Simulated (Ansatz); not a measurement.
**SrB4 (built on the sites of a database entry of SrIn4): phonons and vibrational spectra**

Wanted: phonon frequencies of SrB4 (built on the sites of a database entry of SrIn4) and what follows from them.

Program: Ansatz 0.2.0. Level of theory: DFT PBEsol, scalar-relativistic, plane waves, PAW. Results are calculated unless marked as measured.

The structure was built from a prototype and need not be the compound's stable phase.

## 1. The structure

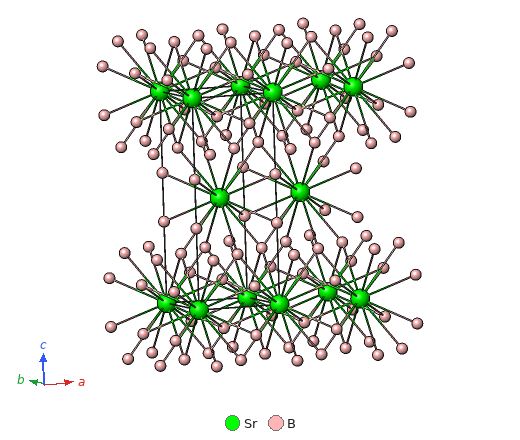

Start, viewed from a free direction; strontium green, boron pink. 2×1×1 cells are drawn. This picture shows the conventional cell, with its axes. Some periodic images of atoms are drawn too.

## 2. Rough relaxation

A rough relaxation comes first, because large forces or stress need no tight tolerances yet.

Input file input.yaml:

```yaml
crystal:
  lattice:
    - [-2.06782, 2.06782, 5.06855]
    - [2.06782, -2.06782, 5.06855]
    - [2.06782, 2.06782, -5.06855]
  atoms:
    - { symbol: Sr, position: [0.0, 0.0, 0.0] }
    - { symbol: B, position: [0.25, 0.75, 0.5] }
    - { symbol: B, position: [0.75, 0.25, 0.5] }
    - { symbol: B, position: [0.38488806, 0.38488806, 0.0] }
    - { symbol: B, position: [0.61511194, 0.61511194, 0.0] }
kpoints:
  mp_grid: { grid: [6, 6, 6] }
hamiltonian:
  xc: pbesol
scf:
  occupations: { method: gaussian, width: 0.1 }
output:
  forces: true
  stress: true
  eigenvalues: true
relax:
  adjacent_minimum: "off"
  f_tol: 0.05
  max_steps: 80
  cell: { stress_tol: 0.5 }
```

Command:

```console
> ansatz run input.yaml --threads 8 --pin off --max-ram 14336MiB --backend cpu --events-out ev --progress --plain --runs-dir out
```

Numbers of over 12 decimals in the logs are rounded to 6 here.

The program printed:

```text
The last accepted step is kept in <dir> (removed where the run ends without a failure and the disk answers)
[...]
cell:  # Å, volume = 51.7768 Å³
    - [-1.607236, 1.607236, 5.010904]
    - [1.607236, -1.607236, 5.010904]
    - [1.607236, 1.607236, -5.010904]
  atoms:
    - { symbol: Sr, position: [-6.845048291826286e-19, -6.845048291826286e-19, 0] }
    - { symbol: B, position: [0.250000, 0.75, 0.5] }
    - { symbol: B, position: [0.75, 0.250000, 0.5] }
    - { symbol: B, position: [0.333596, 0.333596, 0] }
    - { symbol: B, position: [0.666404, 0.666404, 0] }
[key lines of the parts left out:]
SCF converged after 6 iterations
Free energy (F): -4101.598991 eV
Fermi energy:    11.308420 eV
P = ⅓ Tr σ = 0.0511 GPa (0.511 kbar)
```

Run time: 6.1 s. Hardware: 8 threads of Arm Neoverse V1, shared host; peak memory 0.43 GiB; 40 s of CPU time.

Relaxation path:

```
step  energy less that of the first step (eV)  largest force component (eV/Å)  pressure (GPa)  volume (Å³)
   1                                   0.0000                          1.1297          -28.17        86.69
   2                                  -1.9813                          1.1434          -29.61        76.59
   3                                  -4.0738                          1.0346          -27.82        65.89
   4                                  -5.6046                          0.7864          -19.08        56.65
   5                                  -6.2741                          0.3332           -2.08        49.48
   6                                  -6.4218                          0.5918            2.82        48.60
   7                                  -6.5549                          0.0707            6.24        49.20
   8                                  -6.6008                          0.5072            2.42        51.42
   9                                  -6.6187                          0.0469           -0.40        51.92
 10*                                  -6.6136                          0.0449           -0.48        51.92
  11                                  -6.6142                          0.0018            0.05        51.78
 12*                                  -6.6140                          0.0019            0.05        51.78
```

Relaxation steps marked * repeat the geometry before them on a plane-wave basis chosen anew for their cell, so energy and pressure can jump there.

The run keeps the 16 symmetry operations that it works with, so distortions that break them were not tested.

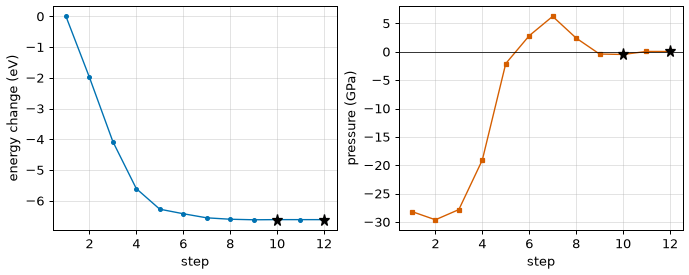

Energy and pressure along the relaxation. Stars mark steps on a basis chosen anew.

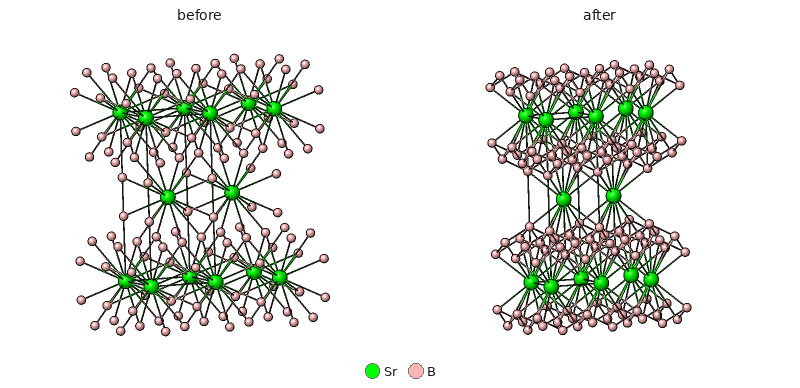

Before and after, at one scale.

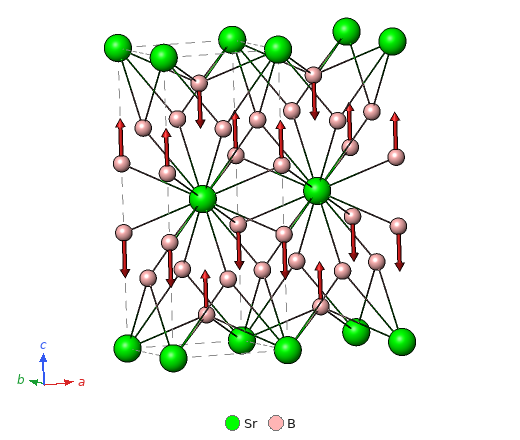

Displacements in the relaxation, exaggerated, measured against the changing cell; the longest in the cell stands for 0.51 Å. 2×1×1 conventional cells are drawn. Some periodic images of atoms are drawn too.

| cell as run | before | after | change |
| --- | --- | --- | --- |
| a (Å) | 5.852 | 5.502 | -6.0 % |
| b (Å) | 5.852 | 5.502 | -6.0 % |
| c (Å) | 5.852 | 5.502 | -6.0 % |
| α (°) | 138.61 | 146.03 | +5.4 % |
| β (°) | 138.61 | 146.03 | +5.4 % |
| γ (°) | 59.97 | 48.80 | -18.6 % |
| volume (Å³/atom) | 17.34 | 10.36 | -40.3 % |

The atoms that moved most (Å, as changes of fractional coordinates times the final cell):

```
atom     dx     dy      dz  length
  B4  0.000  0.000  -0.514   0.514
  B5  0.000  0.000   0.514   0.514
```

Final coordinates:

```xyz
5
Lattice="-1.6072 1.6072 5.0109 1.6072 -1.6072 5.0109 1.6072 1.6072 -5.0109" Properties=species:S:1:pos:R:3 pbc="T T T"
Sr    0.0000    0.0000    0.0000
B     1.6072    0.0000    2.5055
B     0.0000    1.6072    2.5055
B     0.0000    0.0000    3.3432
B     0.0000    0.0000    6.6786
```

Numbers from this step:

```
pressure          : 0.05107 GPa
volume per atom   : 10.36 Å³
gap on the k-mesh : 0 eV
```

In this step the volume went from 17.34 to 10.36 Å³/atom.

## 3. Bringing the structure to rest

Harmonic phonons are second derivatives at a point where the forces vanish, and they are wanted at zero stress, so atoms and cell are relaxed first.

Input file input.yaml:

```yaml
crystal:
  lattice:
    - [-1.6072357668, 1.6072357668, 5.010903673]
    - [1.6072357668, -1.6072357668, 5.010903673]
    - [1.6072357668, 1.6072357668, -5.010903673]
  atoms:
    - { symbol: Sr, position: [0.0, 0.0, 0.0] }
    - { symbol: B, position: [0.25, 0.75, 0.5] }
    - { symbol: B, position: [0.75, 0.25, 0.5] }
    - { symbol: B, position: [0.3335957543, 0.3335957543, 0.0] }
    - { symbol: B, position: [0.6664042457, 0.6664042457, 0.0] }
kpoints:
  mp_grid: { grid: [16, 16, 16] }
hamiltonian:
  xc: pbesol
scf:
  occupations: { method: gaussian, width: 0.1 }
output:
  forces: true
  stress: true
  eigenvalues: true
  write_density: true
  write_potential: true
  elf: true
  volumetric_format: npy
relax:
  adjacent_minimum: "off"
  f_tol: 0.005
  max_steps: 80
  cell: { stress_tol: 0.05 }
```

The program printed:

```text
[...]
Crystal: 5 atoms, lattice volume = 51.777 Å³
Basis set: ecut = 420 eV, 1005 PW (Γ), FFT grids on a1−a2, a2, a1+a3, exchange–correlation on 64×80×48 points (8 copies of the dense FFT grid, shifted against one another)
Bands: 16, of which v1, the nominal top of the filled ones, is band 11 counted from 1 (10 counted from 0)
Symmetry: 16 space group operations
[...]
k-points: 349 of 4096
[...]
SCF iter   1: F=—  HF=-4101.547997 eV  |F-HF|=—  |Δ(HF+E_count)|=         —  Δρ=6.11e-3  dr2=2.46e-2  ethr=1.77e-3  ⟨swp⟩=7.1  Hψ=38134  notcnv=0
[...]
SCF iter   6: F=-4101.541070 eV  HF=-4101.541070 eV  |F-HF|=5.74e-8  |Δ(HF+E_count)|=   1.30e-7  Δρ=9.18e-6  dr2=8.48e-8  ethr=4.55e-10  ⟨swp⟩=13.3  Hψ=48158  notcnv=0
SCF 1 converged in 6 iterations: F = -4101.541070 eV  dr2 = 8.48e-8
[...]
relax step   1: F+E_penalty+E_count = -4101.54107040 eV  Δ(F+E_penalty+E_count) = +0.000e0 eV  max|allowed force component| = 1.797e-1 eV/Å  Δτ_max = 0.0000 Å  P = -0.025 GPa  Ω = 51.777 Å³  (6 SCF iters, dr2 threshold 1.00e-7 eV, accepted)
Crystal: 5 atoms, lattice volume = 52.195 Å³
[...]
SCF iter   5: F=-4101.558543 eV  HF=-4101.558543 eV  |F-HF|=8.36e-9  |Δ(HF+E_count)|=   4.48e-7  Δρ=1.18e-5  dr2=5.52e-8  ethr=2.27e-9  ⟨swp⟩=12.6  Hψ=49517  notcnv=0
SCF 2 converged in 5 iterations: F = -4101.558543 eV  dr2 = 5.52e-8
relax step   2: F+E_penalty+E_count = -4101.55854290 eV  Δ(F+E_penalty+E_count) = -1.747e-2 eV  max|allowed force component| = 2.152e-2 eV/Å  Δτ_max = 0.0033 Å  P = -0.968 GPa  Ω = 52.195 Å³  energy of the carried Pulay correction = -4.562e-4 eV  (5 SCF iters, dr2 threshold 5.00e-7 eV, accepted)
Crystal: 5 atoms, lattice volume = 51.459 Å³
Basis set: ecut = 420 eV, 1021 PW (Γ), FFT grids on a1−a2, a2, a1+a3, exchange–correlation on 64×80×48 points (8 copies of the dense FFT grid, shifted against one another)
[...]
SCF iter   5: F=-4101.564568 eV  HF=-4101.564568 eV  |F-HF|=3.00e-8  |Δ(HF+E_count)|=   1.19e-7  Δρ=1.69e-5  dr2=1.50e-7  ethr=2.27e-9  ⟨swp⟩=10.0  Hψ=49492  notcnv=0
SCF 3 converged in 5 iterations: F = -4101.564568 eV  dr2 = 1.50e-7
relax step   3: F+E_penalty+E_count = -4101.56456779 eV  Δ(F+E_penalty+E_count) = -6.025e-3 eV  max|allowed force component| = 1.640e-2 eV/Å  Δτ_max = 0.0068 Å  P = +1.343 GPa  Ω = 51.459 Å³  energy of the carried Pulay correction = +3.495e-4 eV  (5 SCF iters, dr2 threshold 5.00e-7 eV, accepted)
[...]
relax step   4: F+E_penalty+E_count = -4101.56620973 eV  Δ(F+E_penalty+E_count) = -1.642e-3 eV  max|allowed force component| = 5.228e-2 eV/Å  Δτ_max = 0.0096 Å  P = +0.062 GPa  Ω = 52.081 Å³  energy of the carried Pulay correction = -3.324e-4 eV  (4 SCF iters, dr2 threshold 5.00e-7 eV, accepted)
[...]
relax step   5: F+E_penalty+E_count = -4101.56649412 eV  Δ(F+E_penalty+E_count) = -2.844e-4 eV  max|allowed force component| = 6.808e-3 eV/Å  Δτ_max = 0.0035 Å  P = +0.028 GPa  Ω = 52.028 Å³  energy of the carried Pulay correction = -2.748e-4 eV  (4 SCF iters, dr2 threshold 1.71e-7 eV, accepted)
[...]
relax step   6: F+E_penalty+E_count = -4101.56649218 eV  Δ(F+E_penalty+E_count) = +1.938e-6 eV  max|allowed force component| = 2.315e-4 eV/Å  Δτ_max = 0.0004 Å  P = +0.002 GPa  Ω = 52.035 Å³  energy of the carried Pulay correction = -2.823e-4 eV  (5 SCF iters, dr2 threshold 2.90e-9 eV, accepted)
[...]
relax step   7: F+E_penalty+E_count = -4101.56776104 eV  Δ(F+E_penalty+E_count) = -1.269e-3 eV  max|allowed force component| = 5.431e-4 eV/Å  Δτ_max = 0.0000 Å  P = +0.027 GPa  Ω = 52.035 Å³  stress off target by 1.39e-1 GPa  SCF on the basis re-selected at this cell (its energy is not comparable with the rows above)  (5 SCF iters)
[...]
relax step   8: F+E_penalty+E_count = -4101.56779886 eV  Δ(F+E_penalty+E_count) = -3.782e-5 eV  max|allowed force component| = 3.454e-4 eV/Å  Δτ_max = 0.0002 Å  P = +0.009 GPa  Ω = 52.063 Å³  energy of the carried Pulay correction = -2.440e-5 eV  (4 SCF iters, dr2 threshold 4.81e-8 eV, accepted)
[...]
SCF iter   5: F=-4101.567819 eV  HF=-4101.567819 eV  |F-HF|=0.00e0  |Δ(HF+E_count)|=  2.18e-11  Δρ=6.25e-8  dr2=2.55e-12  ethr=1.00e-12  ⟨swp⟩=8.6  Hψ=33961  notcnv=0
SCF 9 converged in 5 iterations: F = -4101.567819 eV  dr2 = 2.55e-12
relax step   9: F+E_penalty+E_count = -4101.56781928 eV  Δ(F+E_penalty+E_count) = -2.042e-5 eV  max|allowed force component| = 3.878e-4 eV/Å  Δτ_max = 0.0000 Å  P = +0.009 GPa  Ω = 52.063 Å³  stress off target by 1.58e-2 GPa  SCF on the basis re-selected at this cell (its energy is not comparable with the rows above)  (5 SCF iters)
[...]
SCF converged after 5 iterations
Free energy (F): -4101.567819 eV
[...]
Internal energy: -4101.558180 eV  (E = F + TS)
E sigma→0 (E₀):  -4101.563000 eV
Entropy (-TS):   -0.009639 eV (-1.928 meV/atom)
Fermi energy:    11.232271 eV
[...]
--- Forces (eV/Å), atoms counted from 1 ---
  atom   1  Sr    -0.00000000     0.00000000     0.00000000
  atom   2  B      0.00000000     0.00000000     0.00000000
  atom   3  B      0.00000000    -0.00000000     0.00000000
  atom   4  B      0.00000000    -0.00000000    -0.00038775
  atom   5  B     -0.00000000     0.00000000     0.00038775
  max |Σ_I F_I| component: 6.94e-18 eV/Å
--- Stress (GPa, compression-positive) ---
        0.006189       0.000000      -0.000000
        0.000000       0.006189       0.000000
       -0.000000      -0.000000       0.015765
  P = ⅓ Tr σ = 0.0094 GPa (0.094 kbar)
--- Band table (eV; the first three rows and the last of 349) ---
  k-point 0: bands = [... 7 lower, 6.0069, 7.3528, 11.8691, 11.8737, 12.5165, 12.9735, 12.9735, 15.3952, ... 1 higher]
  k-point 1: bands = [... 7 lower, 5.8877, 7.5329, 11.4802, 12.2418, 12.5922, 12.7195, 13.3643, 15.5306, ... 1 higher]
  k-point 2: bands = [... 7 lower, 5.6764, 8.0059, 10.7787, 11.6055, 13.0630, 13.1976, 14.1419, 15.8572, ... 1 higher]
  k-point 348: bands = [... 7 lower, 6.1481, 10.2359, 10.8657, 10.9765, 12.0894, 12.5136, 12.5136, 14.2899, ... 1 higher]
--- Relaxed structure (7 steps of the walk, 7 accepted, 2 SCFs on fresh bases) ---
[...]
cell:  # Å, volume = 52.0633 Å³
    - [-1.572688, 1.572688, 5.262435]
    - [1.572688, -1.572688, 5.262435]
    - [1.572688, 1.572688, -5.262435]
  atoms:
    - { symbol: Sr, position: [0, 0, 0] }
    - { symbol: B, position: [0.250000, 0.750000, 0.500000] }
    - { symbol: B, position: [0.750000, 0.250000, 0.500000] }
    - { symbol: B, position: [0.334009, 0.334009, 0] }
    - { symbol: B, position: [0.665991, 0.665991, 0] }
```

Run time: 26 s. Hardware: 8 threads; peak memory 0.62 GiB; 3.3 min of CPU time.

The steps of the relaxation:

```csv
step,energy less that of the first step (eV),largest force component (eV/Å),pressure (GPa),volume (Å³)
1,0.0000,0.1797,-0.03,51.78
2,-0.0175,0.0215,-0.97,52.19
3,-0.0235,0.0164,1.34,51.46
4,-0.0251,0.0523,0.06,52.08
5,-0.0254,0.0068,0.03,52.03
6,-0.0254,0.0002,0.00,52.04
7*,-0.0267,0.0005,0.03,52.04
8,-0.0267,0.0003,0.01,52.06
9*,-0.0267,0.0004,0.01,52.06
```

Relaxation steps marked * repeat the geometry before them on a plane-wave basis chosen anew for their cell, so energy and pressure can jump there.

Forces are held to the 16 operations that the run works with; a distortion that breaks them can't arise in this run.

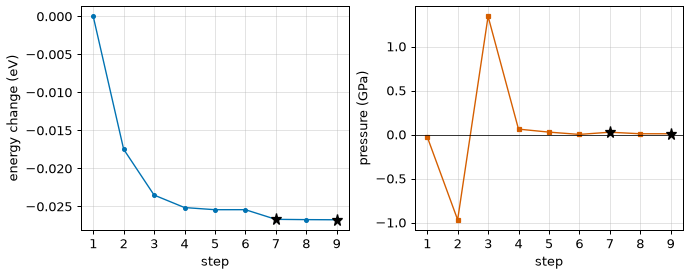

Energy and pressure along the relaxation. Stars mark steps on a basis chosen anew.

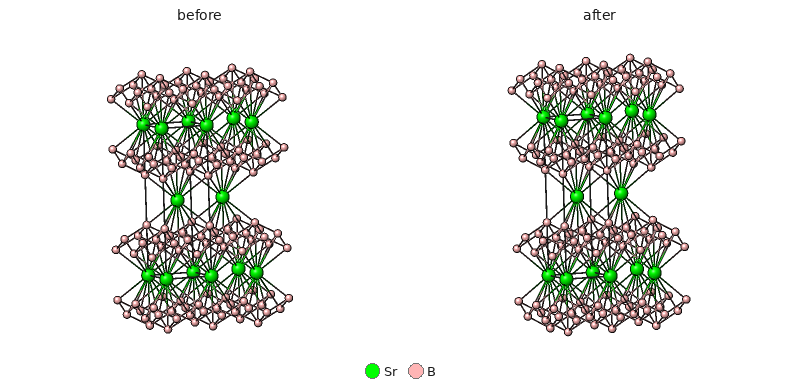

Before and after, at one scale.

| conventional cell, symmetrised | before | after | change |
| --- | --- | --- | --- |
| a (Å) | 3.214 | 3.145 | -2.1 % |
| b (Å) | 3.214 | 3.145 | -2.1 % |
| c (Å) | 10.022 | 10.525 | +5.0 % |
| volume (Å³/atom) | 10.36 | 10.41 | +0.6 % |

The relaxed structure:

```cif
data_structure
_symmetry_space_group_name_H-M 'P 1'
_symmetry_Int_Tables_number 1
_cell_length_a 5.7131
_cell_length_b 5.7131
_cell_length_c 5.7131
_cell_angle_alpha 148.043
_cell_angle_beta 148.043
_cell_angle_gamma 45.822
_cell_volume 52.06
loop_
_atom_site_label
_atom_site_type_symbol
_atom_site_fract_x
_atom_site_fract_y
_atom_site_fract_z
_atom_site_occupancy
Sr1 Sr 0.00000 0.00000 0.00000 1
B2 B 0.25000 0.75000 0.50000 1
B3 B 0.75000 0.25000 0.50000 1
B4 B 0.33401 0.33401 0.00000 1
B5 B 0.66599 0.66599 0.00000 1
```

Numbers from this step:

```yaml
pressure: 0.009381 GPa
volume_per_atom: 10.41 Å³
```

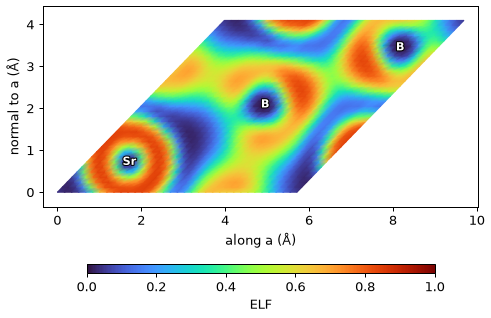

ELF in the ab plane of the cell as run, not the conventional one, at fractional z = 0.000, with atoms of Sr and B within 0.2 Å of it. It is the smooth field of the valence electrons, not physical close to the nuclei. The map starts off the cell's origin, so that atoms lie inside it.

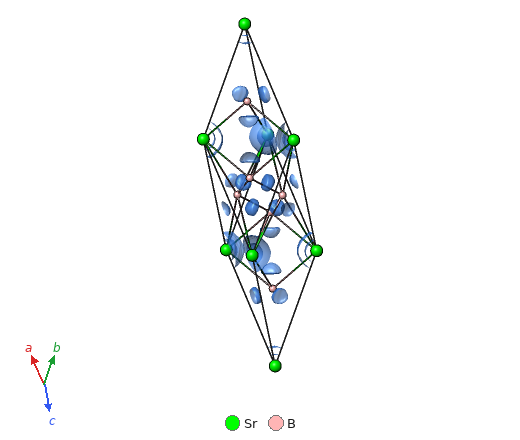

Surface of ELF = 0.77. Drawn on the cell as run, not the conventional one. Bonds to atoms that aren't drawn are left out.

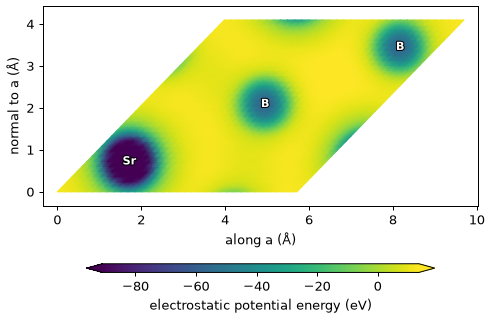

Electrostatic potential energy in the ab plane of the cell as run, not the conventional one, at fractional z = 0.000, with atoms of Sr and B within 0.2 Å of it. With pseudopotentials it is smooth inside the atoms' cores, unlike the true potential. The map starts off the cell's origin, so that atoms lie inside it.

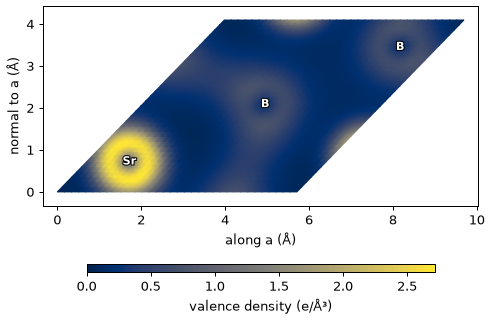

Valence density in the ab plane of the cell as run, not the conventional one, at fractional z = 0.000, with atoms of Sr and B within 0.2 Å of it. It is the smooth field of the valence electrons, not physical close to the nuclei. The map starts off the cell's origin, so that atoms lie inside it.

In this step the volume went from 10.36 to 10.41 Å³/atom.

## 4. Relaxing to small forces for the phonons

Phonons need a cell at rest on their own settings, so the relaxation is repeated with tight tolerances on forces and stress, using the mesh and the filling of the phonon run that follows.

Input file input.yaml:

```yaml
crystal:
  lattice:
    - [-1.5726878647, 1.5726878647, 5.2624349301]
    - [1.5726878647, -1.5726878647, 5.2624349301]
    - [1.5726878647, 1.5726878647, -5.2624349301]
  atoms:
    - { symbol: Sr, position: [0.0, 0.0, 0.0] }
    - { symbol: B, position: [0.25, 0.75, 0.5] }
    - { symbol: B, position: [0.75, 0.25, 0.5] }
    - { symbol: B, position: [0.3340092094, 0.3340092094, 0.0] }
    - { symbol: B, position: [0.6659907906, 0.6659907906, 0.0] }
kpoints:
  mp_grid: { grid: [16, 16, 16] }
hamiltonian:
  xc: pbesol
scf:
  occupations: { method: methfessel_paxton, width: 0.2 }
output:
  forces: true
  stress: true
  eigenvalues: true
relax:
  adjacent_minimum: "off"
  f_tol: 0.001
  max_steps: 60
  cell: { stress_tol: 0.01 }
```

The program printed:

```text
[...]
Crystal: 5 atoms, lattice volume = 52.063 Å³
Basis set: ecut = 420 eV, 1037 PW (Γ), FFT grids on a1+a3, a2+a3, a3, exchange–correlation on 48×48×80 points (8 copies of the dense FFT grid, shifted against one another)
Bands: 16, of which v1, the nominal top of the filled ones, is band 11 counted from 1 (10 counted from 0)
Symmetry: 16 space group operations
[...]
cell:  # Å, volume = 52.0597 Å³
    - [-1.572836, 1.572836, 5.261077]
    - [1.572836, -1.572836, 5.261077]
    - [1.572836, 1.572836, -5.261077]
  atoms:
    - { symbol: Sr, position: [0, 0, 0] }
    - { symbol: B, position: [0.250000, 0.750000, 0.500000] }
    - { symbol: B, position: [0.750000, 0.250000, 0.500000] }
    - { symbol: B, position: [0.333994, 0.333994, 0] }
    - { symbol: B, position: [0.666006, 0.666006, 0] }
[key lines of the parts left out:]
SCF converged after 7 iterations
Free energy (F): -4101.562798 eV
Fermi energy:    11.236917 eV
P = ⅓ Tr σ = 0.0013 GPa (0.013 kbar)
```

Run time: 15 s. Hardware: 8 threads; peak memory 0.6 GiB; 1.9 min of CPU time.

Little changed from the start: no atom moved by 0.005 Å and no cell edge by 0.1 %.

This step gave:

- pressure: 0.001330 GPa

The largest force component left is 0.56 meV/Å and the pressure is 0.001 GPa, within the tolerances set. The cell now holds 10.41 Å³/atom.

(Continued in part 2 of 2.)

[Logs are printed without paths, hosts, clocks, repeated set-up lines and the standing remarks that a program may print on its own settings, such as how far it seeks lower states.]

[Hosts, paths, dates, database ids (printed as entryN), source tags and the programs' standing remarks are cut or masked in the printed files.]
